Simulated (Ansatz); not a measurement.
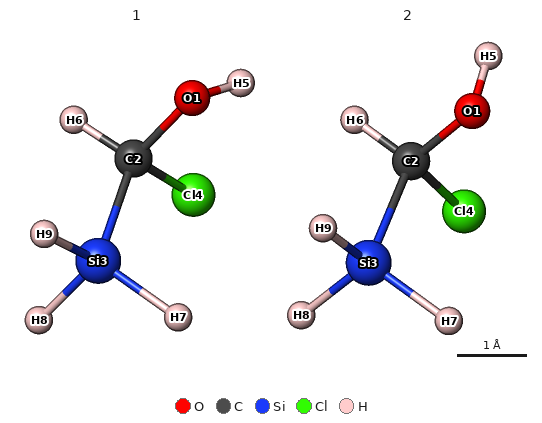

Two geometries of CH₅ClOSi (coarse preliminary run), drawn at one scale. One is the start of a relaxation, the other its converged end. The picture is a ball-and-stick view, seen from a free direction.

Computed with RKS PBE-D4/def2-SVP in Ansatz. (force threshold 0.03 eV/Å; at most 200 steps)

> Which geometry has the lower energy?

Structure 2 is the relaxed one. The start comes from a force field. H5 moves most after the best rigid fit: 0.58 Å. Largest moves by element: H 0.58 Å, Cl 0.29 Å, O 0.23 Å, C 0.11 Å, Si 0.08 Å. Near-neighbour distances that change, for instance: C2–Cl4 1.746 → 1.873 Å, C2–Si3 1.841 → 1.919 Å, Si3–H8 1.438 → 1.501 Å, O1–H5 1.031 → 0.978 Å. Bond angles that change, for instance: Cl4–C2–H6 109.1° → 102.3°, O1–C2–Cl4 105.9° → 112.5°, O1–C2–Si3 116.1° → 109.6°. Groups turn about O1–C2 by about 55°. Over 7 geometry steps the energy falls by 13.0 kcal/mol. The largest force component goes from 2.8 to 0.0087 eV/Å.
